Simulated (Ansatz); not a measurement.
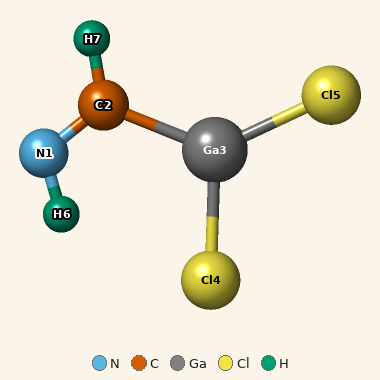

The system is CH₂Cl₂GaN, SMILES N=[CH][Ga]([Cl])[Cl]; the picture shows the reference structure. Coordinates scanned: (1) dihedral N1–C2–Ga3–Cl4; (2) dihedral H6–N1–C2–Ga3. Nothing is relaxed (all other coordinates rigid). The grid has 15 × 15 points; 113 points were computed and 112 follow by symmetry. Points are written as (first, second). All energies are given in kcal/mol relative to the lowest grid point. Energies and slopes of some neighbouring points disagree (a jump in structure or state, or too coarse a mesh). The dihedral twists a double bond; near 90° a spin-restricted reference is unreliable. Level of theory: RKS SPW92 (LDA)/def2-TZVP in Ansatz 0.2.0.

Its coordinates:

```yaml
atoms:
  - { symbol: N, position_ang: [-0.6749, -0.0742, 1.5715] }
  - { symbol: C, position_ang: [0.3649, 0.1672, 0.9026] }
  - { symbol: Ga, position_ang: [0.3142, 0.0111, -1.0589] }
  - { symbol: Cl, position_ang: [-1.6384, -0.5786, -1.6864] }
  - { symbol: Cl, position_ang: [1.7610, 0.3050, -2.5709] }
  - { symbol: H, position_ang: [-1.4822, -0.3423, 0.9755] }
  - { symbol: H, position_ang: [1.2854, 0.4623, 1.4363] }
```

Range: dihedral N1–C2–Ga3–Cl4 from −180 to 156°; dihedral H6–N1–C2–Ga3 from −180 to 156°.

> Predict the map.

The lowest grid point is at (−12°, 12°). Other grid points that lie below all their neighbours: (−180°, −180°) (3.3 kcal/mol higher); (−156°, −12°) (4.3 kcal/mol higher); (156°, 12°) (4.3 kcal/mol higher). The highest grid point, (−156°, 84°), lies 47.4 kcal/mol above the lowest.

| dihedral H6–N1–C2–Ga3 ↓, dihedral N1–C2–Ga3–Cl4 → | −180 | −156 | −132 | −108 | −84 | −60 | −36 | −12 | 12 | 36 | 60 | 84 | 108 | 132 | 156 |
| --- | --- | --- | --- | --- | --- | --- | --- | --- | --- | --- | --- | --- | --- | --- | --- |
| 156 | 7.9 | 7.4 | 7.5 | 7.9 | 8.3 | 8.5 | 8.5 | 8.3 | 8.5 | 9.1 | 9.8 | 10.3 | 10.3 | 9.7 | 8.8 |
| 132 | 21.2 | 20.1 | 19.7 | 19.9 | 20.5 | 21.0 | 21.1 | 21.2 | 21.5 | 22.2 | 23.3 | 24.2 | 24.5 | 24.0 | 22.7 |
| 108 | 39.8 | 38.3 | 37.4 | 37.4 | 37.8 | 38.4 | 38.6 | 38.8 | 39.2 | 39.9 | 41.0 | 41.9 | 42.6 | 42.5 | 41.4 |
| 84 | 47.2 | 47.4 | 47.2 | 46.7 | 46.0 | 45.2 | 44.6 | 44.6 | 45.2 | 45.9 | 46.3 | 46.2 | 46.1 | 46.2 | 46.6 |
| 60 | 30.6 | 32.2 | 33.2 | 33.1 | 31.6 | 29.5 | 27.8 | 27.6 | 28.5 | 29.7 | 30.3 | 30.0 | 29.3 | 28.9 | 29.4 |
| 36 | 13.7 | 15.2 | 16.4 | 16.5 | 15.2 | 12.9 | 10.6 | 9.8 | 11.0 | 12.8 | 14.1 | 14.3 | 13.6 | 12.9 | 12.9 |
| 12 | 4.3 | 5.2 | 6.3 | 6.7 | 6.1 | 4.2 | 1.6 | 0.0 | 0.6 | 2.7 | 4.8 | 5.8 | 5.7 | 5.0 | 4.3 |
| −12 | 4.3 | 4.3 | 5.0 | 5.7 | 5.8 | 4.8 | 2.7 | 0.6 | 0.0 | 1.6 | 4.2 | 6.1 | 6.7 | 6.3 | 5.2 |
| −36 | 13.7 | 12.9 | 12.9 | 13.6 | 14.3 | 14.1 | 12.8 | 11.0 | 9.8 | 10.6 | 12.9 | 15.2 | 16.5 | 16.4 | 15.2 |
| −60 | 30.6 | 29.4 | 28.9 | 29.3 | 30.0 | 30.3 | 29.7 | 28.5 | 27.6 | 27.8 | 29.5 | 31.6 | 33.1 | 33.2 | 32.2 |
| −84 | 47.2 | 46.6 | 46.2 | 46.1 | 46.2 | 46.3 | 45.9 | 45.2 | 44.6 | 44.6 | 45.2 | 46.0 | 46.7 | 47.2 | 47.4 |
| −108 | 39.8 | 41.4 | 42.5 | 42.6 | 41.9 | 41.0 | 39.9 | 39.2 | 38.8 | 38.6 | 38.4 | 37.8 | 37.4 | 37.4 | 38.3 |
| −132 | 21.2 | 22.7 | 24.0 | 24.5 | 24.2 | 23.3 | 22.2 | 21.5 | 21.2 | 21.1 | 21.0 | 20.5 | 19.9 | 19.7 | 20.1 |
| −156 | 7.9 | 8.8 | 9.7 | 10.3 | 10.3 | 9.8 | 9.1 | 8.5 | 8.3 | 8.5 | 8.5 | 8.3 | 7.9 | 7.5 | 7.4 |
| −180 | 3.3 | 3.5 | 4.0 | 4.5 | 4.7 | 4.6 | 4.2 | 3.9 | 3.9 | 4.2 | 4.6 | 4.7 | 4.5 | 4.0 | 3.5 |

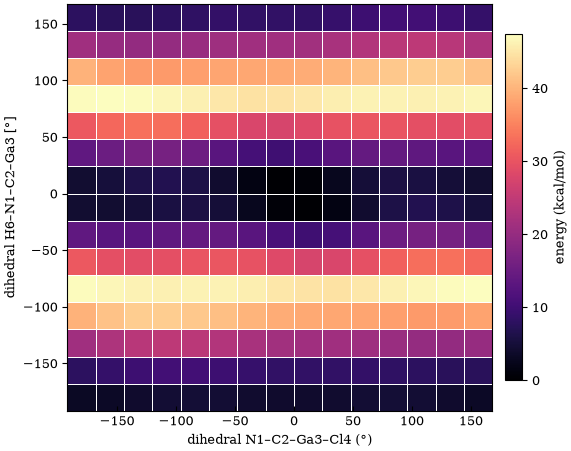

In the figure: one coloured cell a grid point.

Time for the 113 points that were run: 11 min on 1 thread of Arm Neoverse V2, on a shared host.
